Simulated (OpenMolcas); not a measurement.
**Excited-state calculation, with input and output: AlHOF (part 2 of 4)**

AlHOF, multiplicity 2, SMILES [OH][Al][F]; MC-PDFT (tLSDA)/ANO-R2, sfX2C (OpenMolcas 26.06). The geometry comes from this level: GFN2-xTB.

Geometry of the input (Å):
```
O  -0.5063  0.6994  -0.5203
Al 0.2242  -0.4601  0.4053
F  1.2063  -1.6006  1.1722
H  -0.9242  1.3613  -1.0572
```

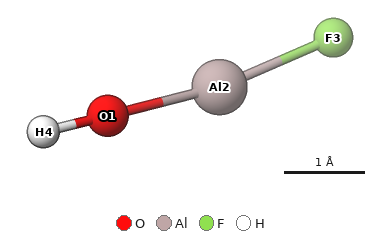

**Figure 1.** The input geometry (ball-and-stick view, seen at a tilt; atoms are numbered from 1 in the order of the input). Sticks mark near contacts.

**What the program printed, continued**
```
         20    0.9752    0.0175
                 2 O1     2s     (-0.1029)   5 O1     2px    ( 0.1547)   6 O1     3px    (-0.6981)   9 O1     2py    ( 0.1019)
                10 O1     3py    (-0.1645)  13 O1     2pz    (-0.1831)  14 O1     3pz    ( 0.5019)  40 AL2    3px    ( 0.2264)
                41 AL2    4px    ( 0.1013)  45 AL2    3py    ( 0.1460)  50 AL2    3pz    (-0.2631)  54 AL2    3d2-   (-0.1074)
               112 H4     2px    (-0.1078)
         21    0.0808    0.0000
                 2 O1     2s     (-0.2127)   3 O1     3s     (-0.6577)  36 AL2    3s     ( 0.1973)  37 AL2    4s     ( 1.1548)
                40 AL2    3px    (-0.1439)  41 AL2    4px    (-0.1121)  45 AL2    3py    ( 0.1729)  46 AL2    4py    ( 0.1286)
                50 AL2    3pz    (-0.1188) 110 H4     2s     ( 0.1176)
         22    0.1125    0.0000
                 2 O1     2s     ( 0.5723)   3 O1     3s     ( 1.2195)   5 O1     2px    (-0.1195)   6 O1     3px    (-0.2076)
                 9 O1     2py    ( 0.1575)  10 O1     3py    ( 0.2198)  13 O1     2pz    (-0.1152)  14 O1     3pz    (-0.1443)
                36 AL2    3s     ( 0.4283)  37 AL2    4s     ( 0.6296)  40 AL2    3px    ( 0.2607)  41 AL2    4px    ( 0.2404)
                42 AL2    5px    ( 0.1543)  45 AL2    3py    (-0.2089)  46 AL2    4py    (-0.2926)  47 AL2    5py    (-0.1921)
                51 AL2    4pz    ( 0.2040)  52 AL2    5pz    ( 0.1358)  77 F3     2s     (-0.2576)  78 F3     3s     (-0.3626)
               109 H4     1s     (-1.5994) 110 H4     2s     (-0.9964) 111 H4     3s     (-0.5124)
--

      Von Neumann Entropy (Root   1) =  0.79125

      Mulliken population analysis for root number:  1
      -----------------------------------------------

++    Molecular charges:
      ------------------

      Mulliken charges per centre and basis function type
      ---------------------------------------------------

                O1      AL2     F3      H4
      1s       1.9996  2.0000  2.0000  0.4553
      2s       1.6821  1.9960  1.8500  0.2280
      2px      1.5821  1.9991  1.8451  0.0447
      2pz      1.5355  1.9990  1.8521  0.0446
      2py      1.4523  1.9985  1.8311  0.0416
      3s       0.0894  0.9793  0.0071 -0.0038
      3px      0.0436  0.2244  0.0233  0.0031
      3pz      0.0245  0.2107  0.0264  0.0022
      3py      0.0127  0.2079  0.0253  0.0009
      4s       0.0012  0.0377  0.0009  0.0000
      3d2+     0.0008  0.0480  0.0013  0.0069
      3d1+     0.0011  0.0449  0.0012  0.0037
      3d0      0.0005  0.0382  0.0009  0.0073
      3d1-     0.0029  0.0622  0.0014  0.0045
      3d2-     0.0016  0.0686  0.0019  0.0046
      4px      0.0027  0.0185  0.0004  0.0000
      4pz      0.0024  0.0175  0.0018  0.0000
      4py      0.0031  0.0321  0.0014  0.0000
      5s       0.0000  0.0046  0.0000  0.0000
      4d2+     0.0004  0.0262  0.0005  0.0000
      4d1+     0.0001  0.0228  0.0004  0.0000
      4d0      0.0004  0.0210  0.0003  0.0000
      4d1-     0.0002  0.0299  0.0004  0.0000
      4d2-     0.0001  0.0345  0.0006  0.0000
      5px      0.0004  0.0079 -0.0002  0.0000
      5pz      0.0004  0.0081  0.0001  0.0000
      5py      0.0007  0.0128  0.0001  0.0000
      4f3+     0.0003  0.0117  0.0001  0.0000
      4f2+     0.0003  0.0140  0.0000  0.0000
      4f1+     0.0002  0.0091  0.0000  0.0000
      4f0      0.0002  0.0060  0.0000  0.0000
      4f1-     0.0003  0.0161  0.0000  0.0000
      4f2-     0.0006  0.0150  0.0001  0.0000
      4f3-     0.0002  0.0151  0.0001  0.0000
      5d2+     0.0000 -0.0009  0.0000  0.0000
      5d1+     0.0000  0.0005  0.0000  0.0000
      5d0      0.0000 -0.0007  0.0000  0.0000
      5d1-     0.0000  0.0011  0.0000  0.0000
      5d2-     0.0000  0.0015  0.0000  0.0000
      6px      0.0000  0.0002  0.0000  0.0000
      6pz      0.0000  0.0001  0.0000  0.0000
      6py      0.0000  0.0003  0.0000  0.0000
      Total    8.4430 12.2396  9.4737  0.8437

      N-E     -0.4430  0.7604 -0.4737  0.1563

      Total electronic charge=   31.000000

      Total            charge=   -0.000000
--

      Expectation values of various properties for root number:  1
      -----------------------------------------------------------

++    Molecular properties:
      ---------------------

      Charge (e):
                      =   -0.0000
      Dipole Moment (debye):
      Origin of the operator (angstrom)=    0.3166   -0.4805    0.3782
                   X= -3.0820E-01               Y=  1.8205E+00               Z= -1.9029E+00           Total=  2.6515E+00
      Quadrupole Moment (debye*angstrom):
      Origin of the operator (angstrom)=    0.3166   -0.4805    0.3782
                  XX= -2.3839E+01              XY=  1.0576E+00              XZ= -3.0952E-01              YY= -2.3020E+01
                  YZ=  2.8067E-01              ZZ= -2.2365E+01
      In traceless form (debye*angstrom)
                  XX= -1.1461E+00              XY=  1.5865E+00              XZ= -4.6428E-01              YY=  8.1287E-02
                  YZ=  4.2100E-01              ZZ=  1.0648E+00
--

      Mulliken spin population analysis for root number:  1
      ---------------------------------------------------

++    Molecular charges:
      ------------------

      Mulliken spin population per centre and basis function type
      ---------------------------------------------------

                O1      AL2     F3      H4
      1s      -0.0000 -0.0000 -0.0000  0.0240
      2s       0.0160 -0.0000  0.0019 -0.0097
      2px     -0.0162 -0.0000  0.0139 -0.0003
      2pz     -0.0124 -0.0000  0.0028  0.0016
      2py     -0.0099 -0.0000  0.0100  0.0019
      3s       0.0932  0.5771  0.0155 -0.0007
      3px      0.0047  0.0658 -0.0037 -0.0001
      3pz      0.0021  0.0349  0.0002 -0.0001
      3py      0.0065  0.0163 -0.0009 -0.0001
      4s       0.0001  0.0353  0.0003  0.0000
      3d2+     0.0002  0.0034  0.0000  0.0000
      3d1+     0.0002  0.0164 -0.0000  0.0002
      3d0      0.0001  0.0009  0.0000 -0.0001
      3d1-     0.0008  0.0280 -0.0000  0.0007
      3d2-     0.0002  0.0282 -0.0000  0.0002
      4px      0.0012 -0.0001 -0.0011  0.0000
      4pz      0.0018  0.0001  0.0003  0.0000
      4py      0.0032  0.0001  0.0002  0.0000
      5s       0.0000  0.0018  0.0000  0.0000
      4d2+     0.0001  0.0019 -0.0000  0.0000
      4d1+     0.0001  0.0088  0.0000  0.0000
      4d0      0.0000  0.0005 -0.0000  0.0000
      4d1-     0.0003  0.0149  0.0000  0.0000
      4d2-     0.0001  0.0150  0.0000  0.0000
      5px      0.0003 -0.0001 -0.0002  0.0000
      5pz      0.0004  0.0001  0.0001  0.0000
      5py      0.0008  0.0001  0.0001  0.0000
      4f3+     0.0000  0.0000  0.0000  0.0000
      4f2+     0.0000 -0.0002  0.0000  0.0000
      4f1+     0.0000 -0.0002 -0.0000  0.0000
      4f0      0.0000  0.0001  0.0000  0.0000
      4f1-     0.0000 -0.0003  0.0000  0.0000
      4f2-     0.0000  0.0003  0.0000  0.0000
      4f3-     0.0000 -0.0003 -0.0000  0.0000
      5d2+     0.0000  0.0000  0.0000  0.0000
      5d1+     0.0000 -0.0000  0.0000  0.0000
      5d0      0.0000  0.0000  0.0000  0.0000
      5d1-     0.0000 -0.0000  0.0000  0.0000
      5d2-     0.0000 -0.0000  0.0000  0.0000
      6px      0.0000 -0.0000  0.0000  0.0000
      6pz      0.0000  0.0000  0.0000  0.0000
      6py      0.0000  0.0000  0.0000  0.0000
      Total    0.0939  0.8490  0.0395  0.0176

      Total electronic spin=    1.000000
--

      LoProp population analysis for root number:  1
      -----------------------------------------------

++    LoProp analysis:
      ----------------

++    Static properties:
      ------------------

      LoProp Charges per center

                   O1       AL2      F3       H4
      Nuclear      8.0000  13.0000   9.0000   1.0000
      Electronic  -8.7608 -12.1105  -9.5548  -0.5739

      Total       -0.7608   0.8895  -0.5548   0.4261
--

      Natural Bond Order analysis for root number:  1

++    Natural Bond Order analysis
      ---------------------------
      Based on LoProp computed density
      -------------------------------------------------------------------------------------
      Atom A       Atom B       Bond Order
      -------------------------------------------------------------------------------------
      NBO located      1.003 non-bonded electrons on atom O1
      NBO located      0.977 non-bonded electrons on atom O1
      NBO located      1.000 non-bonded electrons on atom AL2
      NBO located      0.999 non-bonded electrons on atom AL2
      NBO located      0.999 non-bonded electrons on atom AL2
      NBO located      0.998 non-bonded electrons on atom AL2
      NBO located      0.999 non-bonded electrons on atom AL2
      NBO located      1.000 non-bonded electrons on atom F3
      The remaining    8.783 electrons are to be considered as diffuse
--

--

      Von Neumann Entropy (Root   2) =  0.86136

      Mulliken population analysis for root number:  2
      -----------------------------------------------

++    Molecular charges:
      ------------------

      Mulliken charges per centre and basis function type
      ---------------------------------------------------

                O1      AL2     F3      H4
      1s       1.9996  2.0000  2.0000  0.4341
      2s       1.6634  1.9960  1.8484  0.2377
      2px      1.6420  1.9991  1.8417  0.0491
      2pz      1.5310  1.9990  1.8606  0.0418
      2py      1.4465  1.9985  1.8257  0.0395
      3s       0.0125  0.4597 -0.0084 -0.0017
      3px      0.0111  0.7387  0.0158  0.0028
      3pz      0.0166  0.4663  0.0176  0.0021
      3py      0.0070  0.2540  0.0237  0.0008
      4s       0.0012  0.0090  0.0006  0.0000
      3d2+     0.0009  0.0453  0.0015  0.0067
      3d1+     0.0012  0.0277  0.0012  0.0038
      3d0      0.0008  0.0368  0.0010  0.0075
      3d1-     0.0022  0.0409  0.0015  0.0034
      3d2-     0.0021  0.0395  0.0019  0.0049
      4px     -0.0042  0.0190 -0.0038  0.0000
      4pz     -0.0017  0.0184 -0.0023  0.0000
      4py     -0.0002  0.0323  0.0002  0.0000
      5s       0.0000  0.0028  0.0000  0.0000
      4d2+     0.0003  0.0247  0.0005  0.0000
      4d1+     0.0001  0.0137  0.0004  0.0000
      4d0      0.0004  0.0202  0.0003  0.0000
      4d1-    -0.0001  0.0190  0.0005  0.0000
      4d2-     0.0001  0.0188  0.0005  0.0000
      5px     -0.0014  0.0083 -0.0013  0.0000
      5pz     -0.0008  0.0084 -0.0009  0.0000
      5py     -0.0002  0.0128 -0.0003  0.0000
      4f3+     0.0003  0.0116  0.0001  0.0000
      4f2+     0.0003  0.0174  0.0000  0.0000
      4f1+     0.0002  0.0100  0.0000  0.0000
      4f0      0.0002  0.0059  0.0000  0.0000
      4f1-     0.0003  0.0189  0.0000  0.0000
      4f2-     0.0006  0.0146  0.0001  0.0000
      4f3-     0.0002  0.0183  0.0001  0.0000
      5d2+     0.0000 -0.0009  0.0000  0.0000
      5d1+     0.0000  0.0005  0.0000  0.0000
      5d0      0.0000 -0.0008  0.0000  0.0000
      5d1-     0.0000  0.0011  0.0000  0.0000
      5d2-     0.0000  0.0015  0.0000  0.0000
      6px      0.0000  0.0003  0.0000  0.0000
      6pz      0.0000  0.0001  0.0000  0.0000
      6py      0.0000  0.0003  0.0000  0.0000
      Total    8.3328 12.4076  9.4270  0.8326

      N-E     -0.3328  0.5924 -0.4270  0.1674

      Total electronic charge=   31.000000

      Total            charge=   -0.000000
--

      Expectation values of various properties for root number:  2
      -----------------------------------------------------------

++    Molecular properties:
      ---------------------

      Charge (e):
                      =   -0.0000
      Dipole Moment (debye):
      Origin of the operator (angstrom)=    0.3166   -0.4805    0.3782
                   X= -3.3362E+00               Y=  1.5857E+00               Z= -2.9713E-01           Total=  3.7058E+00
      Quadrupole Moment (debye*angstrom):
      Origin of the operator (angstrom)=    0.3166   -0.4805    0.3782
                  XX= -2.6479E+01              XY= -1.5807E-01              XZ=  2.2413E+00              YY= -2.2597E+01
                  YZ=  1.2727E+00              ZZ= -2.3366E+01
      In traceless form (debye*angstrom)
                  XX= -3.4978E+00              XY= -2.3711E-01              XZ=  3.3619E+00              YY=  2.3256E+00
                  YZ=  1.9091E+00              ZZ=  1.1723E+00
--

      Mulliken spin population analysis for root number:  2
      ---------------------------------------------------

++    Molecular charges:
      ------------------

      Mulliken spin population per centre and basis function type
      ---------------------------------------------------

                O1      AL2     F3      H4
      1s      -0.0000 -0.0000 -0.0000 -0.0026
      2s       0.0009 -0.0000  0.0003 -0.0002
      2px      0.0569  0.0000  0.0099  0.0035
      2pz      0.0122  0.0000  0.0114 -0.0002
      2py     -0.0054  0.0000  0.0044  0.0003
      3s       0.0134  0.0394 -0.0001  0.0014
      3px     -0.0269  0.5606 -0.0108 -0.0005
      3pz     -0.0079  0.2877 -0.0086 -0.0000
      3py     -0.0002  0.0596 -0.0024 -0.0001
      4s      -0.0000  0.0057  0.0001  0.0000
      3d2+     0.0002 -0.0003  0.0001 -0.0000
      3d1+     0.0003 -0.0000  0.0000  0.0002
      3d0      0.0004 -0.0001  0.0001  0.0000
      3d1-     0.0001  0.0035  0.0001 -0.0000
      3d2-     0.0007  0.0016  0.0000  0.0004
      4px     -0.0056  0.0006 -0.0052  0.0000
      4pz     -0.0025  0.0007 -0.0038  0.0000
      4py     -0.0003  0.0001 -0.0010  0.0000
      5s       0.0000 -0.0001  0.0000  0.0000
      4d2+     0.0000 -0.0002  0.0000  0.0000
      4d1+     0.0000  0.0000  0.0000  0.0000
      4d0      0.0000 -0.0001 -0.0000  0.0000
      4d1-    -0.0001  0.0021  0.0000  0.0000
      4d2-     0.0001  0.0009 -0.0000  0.0000
      5px     -0.0015  0.0003 -0.0012  0.0000
      5pz     -0.0008  0.0004 -0.0009  0.0000
      5py     -0.0001  0.0000 -0.0002  0.0000
      4f3+    -0.0000 -0.0000  0.0000  0.0000
      4f2+    -0.0000  0.0030  0.0000  0.0000
      4f1+    -0.0000  0.0007  0.0000  0.0000
      4f0     -0.0000  0.0000 -0.0000  0.0000
      4f1-    -0.0000  0.0025  0.0000  0.0000
      4f2-    -0.0000 -0.0000  0.0000  0.0000
      4f3-    -0.0000  0.0031  0.0000  0.0000
      5d2+     0.0000 -0.0000  0.0000  0.0000
      5d1+     0.0000  0.0000  0.0000  0.0000
      5d0      0.0000 -0.0000  0.0000  0.0000
      5d1-     0.0000  0.0000  0.0000  0.0000
      5d2-     0.0000 -0.0000  0.0000  0.0000
      6px      0.0000 -0.0000  0.0000  0.0000
      6pz      0.0000  0.0000  0.0000  0.0000
      6py      0.0000 -0.0000  0.0000  0.0000
      Total    0.0338  0.9719 -0.0080  0.0022

      Total electronic spin=    1.000000
--

      LoProp population analysis for root number:  2
      -----------------------------------------------

++    LoProp analysis:
      ----------------

++    Static properties:
      ------------------

      LoProp Charges per center

                   O1       AL2      F3       H4
      Nuclear      8.0000  13.0000   9.0000   1.0000
      Electronic  -8.7376 -12.2023  -9.5324  -0.5276

      Total       -0.7376   0.7977  -0.5324   0.4724
--

      Natural Bond Order analysis for root number:  2

++    Natural Bond Order analysis
      ---------------------------
      Based on LoProp computed density
      -------------------------------------------------------------------------------------
      Atom A       Atom B       Bond Order
      -------------------------------------------------------------------------------------
      NBO located      0.967 non-bonded electrons on atom O1
      NBO located      1.002 non-bonded electrons on atom O1
      NBO located      1.000 non-bonded electrons on atom AL2
      NBO located      0.999 non-bonded electrons on atom AL2
      NBO located      0.999 non-bonded electrons on atom AL2
      NBO located      0.998 non-bonded electrons on atom AL2
      NBO located      0.998 non-bonded electrons on atom AL2
      NBO located      1.000 non-bonded electrons on atom F3
      The remaining    8.563 electrons are to be considered as diffuse
--

--

      Von Neumann Entropy (Root   3) =  0.92600

      Mulliken population analysis for root number:  3
      -----------------------------------------------

++    Molecular charges:
      ------------------

      Mulliken charges per centre and basis function type
      ---------------------------------------------------
```
